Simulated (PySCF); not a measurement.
**What a change does: NMR shielding calculation on Si₃H₆ClOF**

System: Si₃H₆ClOF.
Method of run 1: GIAO PBE0/pcSseg-1 NMR shielding, non-relativistic, gas phase (PySCF 2.14.0).

The geometry comes from this level: PBE0-D3(BJ)/def2-SVP. Text and figures count atoms from 1; the logs count them from 0 in places.

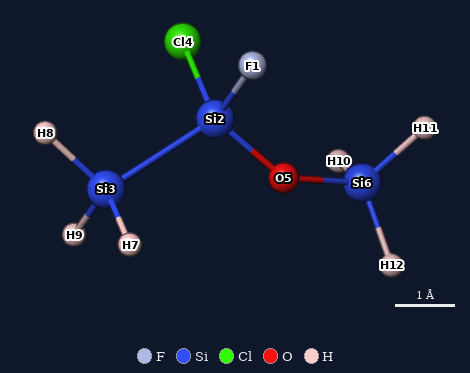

Fig. 1: The structure as given in the input (ball-and-stick view, seen at a tilt; atoms are numbered from 1 in the order of the input). Bond lengths as drawn: Cl–Si 2.06 Å, F–Si 1.62 Å, H–Si 1.49 Å, O–Si 1.63 to 1.67 Å and Si–Si 2.32 Å.

### The input, run 1
```
{"job": {"kind": "nmr", "xc": "PBE0", "basis": "pcSseg-1", "pop": false}, "charge": 0, "multiplicity": 1}
F     -0.407267     0.590654     2.167495
Si    -0.372878     0.575602     0.549547
Si    -2.462085     0.072886    -0.335729
Cl     0.215369     2.466497    -0.027159
O      0.754050    -0.503846     0.067414
Si     2.397099    -0.729400    -0.155397
H     -2.887919    -1.291137     0.095386
H     -3.452521     1.086960     0.129510
H     -2.348052     0.119757    -1.823348
H      2.913374     0.284210    -1.118588
H      3.105850    -0.595398     1.149197
H      2.584962    -2.099366    -0.703796
```

The first line tells a small driver script what to run in PySCF; the rest is the geometry in Å.

Launched with:
```bash
OMP_NUM_THREADS=1 python <driver script> task.json out
```

Hardware: 1 CPU thread, shared host.

### Output (run 1)
```
coarse grid: 12392 points
cycle   1  E = -1506.5993577155  dE =  3.274e-01  |g| = 8.817e-01  |ddm| = 3.179e+00
cycle   2  E = -1506.3855074056  dE =  2.139e-01  |g| = 1.414e+00  |ddm| = 1.599e+00
cycle   3  E = -1506.7319565111  dE = -3.464e-01  |g| = 1.086e-01  |ddm| = 1.071e+00
cycle   4  E = -1506.7341449233  dE = -2.188e-03  |g| = 5.338e-02  |ddm| = 1.501e-01
cycle   5  E = -1506.7346408061  dE = -4.959e-04  |g| = 1.430e-02  |ddm| = 4.401e-02
cycle   6  E = -1506.7346730647  dE = -3.226e-05  |g| = 3.424e-03  |ddm| = 1.293e-02
cycle   7  E = -1506.7346749829  dE = -1.918e-06  |g| = 7.272e-04  |ddm| = 3.321e-03
final grid: 102568 points
cycle   8  E = -1506.7825039449  dE = -1.370e-05  |g| = 7.210e-03  |ddm| = 1.160e-02
cycle   9  E = -1506.7824904432  dE =  1.350e-05  |g| = 1.109e-02  |ddm| = 1.099e-02
cycle  10  E = -1506.7825116530  dE = -2.121e-05  |g| = 8.247e-04  |ddm| = 7.447e-03
cycle  11  E = -1506.7825117548  dE = -1.018e-07  |g| = 1.856e-04  |ddm| = 6.795e-04
cycle  12  E = -1506.7825117610  dE = -6.180e-09  |g| = 4.672e-05  |ddm| = 1.791e-04
cycle  13  E = -1506.7825117613  dE = -2.883e-10  |g| = 1.301e-05  |ddm| = 4.027e-05
converged SCF energy = -1506.7825117613

GIAO shielding tensors (ppm)
atom      isotropic    diamagn.    paramagn.     s11        s22        s33       span
  0 F      281.031     469.825    -188.794    220.541    276.409    346.143    125.601
  1 Si     364.804     877.742    -512.938    341.131    356.989    396.291     55.160
  2 Si     459.386     880.135    -420.749    455.934    459.275    462.950      7.016
  3 Cl     821.718    1149.671    -327.953    701.785    744.792   1018.576    316.791
  4 O      258.154     400.825    -142.671    217.269    267.096    290.097     72.828
  5 Si     387.551     878.025    -490.474    348.289    356.194    458.170    109.882
  6 H       27.768      28.845      -1.077     24.330     25.623     33.352      9.022
  7 H       27.804      28.028      -0.224     24.379     25.965     33.069      8.690
  8 H       27.838      29.198      -1.360     24.616     26.294     32.604      7.988
  9 H       26.101      28.433      -2.332     22.355     25.336     30.611      8.255
 10 H       26.131      27.840      -1.709     22.569     24.569     31.254      8.685
 11 H       26.352      28.085      -1.733     22.911     24.557     31.588      8.677
```

Run 2 used a changed input.

### The two runs side by side

| quantity | run 1 | run 2 |
| --- | --- | --- |
| outcome | converged | converged |
| total energy (hartree) | −1506.782512 | −1507.405746 |
| HOMO (eV) | −8.84 | −9.98 |
| LUMO (eV) | −0.24 | 0.73 |
| dipole moment (D) | 1.68 | 1.74 |
| shielding of F1 (ppm) | 281.0 | 301.2 |
| shielding of Si2 (ppm) | 364.8 | 375.5 |
| shielding of Si3 (ppm) | 459.4 | 460.6 |
| shielding of Cl4 (ppm) | 821.7 | 849.7 |
| shielding of O5 (ppm) | 258.2 | 266.9 |
| shielding of Si6 (ppm) | 387.6 | 399.3 |
| shielding of H10 (ppm) | 26.1 | 26.6 |
| SCF iterations | 13 | 12 |
| basis functions | 160 | 160 |
| wall time (shared host) | 24 s | 22 s |

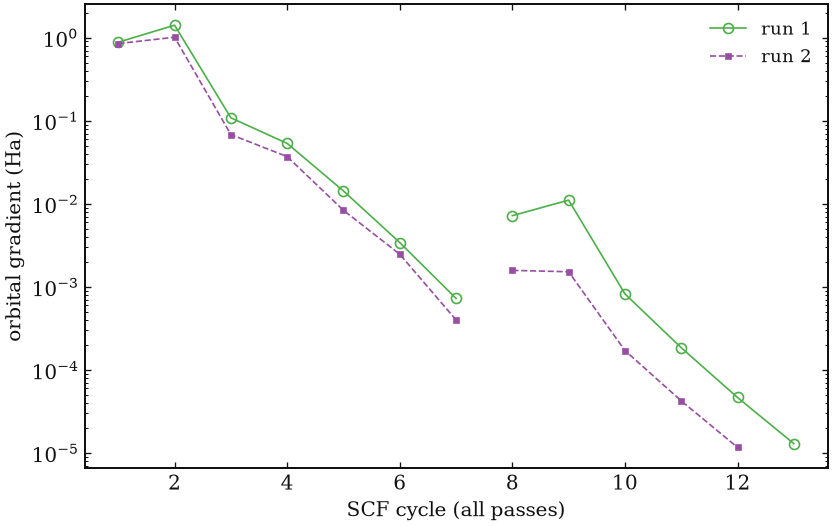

Fig. 2: Convergence of the two runs: orbital gradient against the SCF cycle. A break in a curve parts two SCF passes (coarse and final grid). Run 1 takes 13 cycles in all, and run 2 takes 12.

What was changed in the input?

The change (lines with − go, lines with + come):
```diff
-"xc": "PBE0"
+"xc": "BHandHLYP"
```

The total energies belong to different methods, so their difference says nothing on which is more stable or more accurate. The HOMO goes from −8.84 to −9.98 eV. The LUMO goes from −0.24 to 0.73 eV. The dipole moment goes from 1.68 to 1.74 D. Of all shieldings, the largest change is that of Cl4, by +28.0 ppm. The functional changes from PBE0 to BHandHLYP. The SCF takes 12 iterations against 13.

### Output (run 2)
```
coarse grid: 12392 points
cycle   1  E = -1507.2450633098  dE =  2.753e-01  |g| = 8.498e-01  |ddm| = 3.124e+00
cycle   2  E = -1507.2076972461  dE =  3.737e-02  |g| = 1.013e+00  |ddm| = 1.214e+00
cycle   3  E = -1507.3778061864  dE = -1.701e-01  |g| = 6.822e-02  |ddm| = 6.667e-01
cycle   4  E = -1507.3786644807  dE = -8.583e-04  |g| = 3.705e-02  |ddm| = 1.011e-01
cycle   5  E = -1507.3789305144  dE = -2.660e-04  |g| = 8.370e-03  |ddm| = 3.270e-02
cycle   6  E = -1507.3789418086  dE = -1.129e-05  |g| = 2.477e-03  |ddm| = 7.715e-03
cycle   7  E = -1507.3789428045  dE = -9.959e-07  |g| = 4.012e-04  |ddm| = 2.123e-03
final grid: 102568 points
cycle   8  E = -1507.4057453886  dE = -3.809e-06  |g| = 1.583e-03  |ddm| = 7.137e-03
cycle   9  E = -1507.4057454786  dE = -9.000e-08  |g| = 1.523e-03  |ddm| = 2.286e-03
cycle  10  E = -1507.4057458209  dE = -3.423e-07  |g| = 1.717e-04  |ddm| = 1.017e-03
cycle  11  E = -1507.4057458254  dE = -4.537e-09  |g| = 4.256e-05  |ddm| = 1.729e-04
cycle  12  E = -1507.4057458257  dE = -3.329e-10  |g| = 1.172e-05  |ddm| = 5.126e-05
converged SCF energy = -1507.4057458257

GIAO shielding tensors (ppm)
atom      isotropic    diamagn.    paramagn.     s11        s22        s33       span
  0 F      301.174     470.833    -169.659    242.405    295.842    365.276    122.871
  1 Si     375.517     876.595    -501.079    349.344    362.703    414.503     65.159
  2 Si     460.584     878.867    -418.283    457.132    460.786    463.835      6.703
  3 Cl     849.722    1149.984    -300.262    733.602    779.609   1035.954    302.352
  4 O      266.886     402.554    -135.668    230.263    274.115    296.280     66.017
  5 Si     399.334     876.637    -477.303    364.696    372.182    461.125     96.430
  6 H       28.068      29.045      -0.977     24.657     25.931     33.615      8.958
  7 H       28.103      28.177      -0.074     24.696     26.270     33.344      8.648
  8 H       28.135      29.426      -1.292     24.928     26.596     32.880      7.952
  9 H       26.577      28.666      -2.088     22.808     25.872     31.052      8.244
 10 H       26.599      28.058      -1.459     23.043     25.054     31.700      8.656
 11 H       26.793      28.297      -1.504     23.338     24.944     32.097      8.759
```
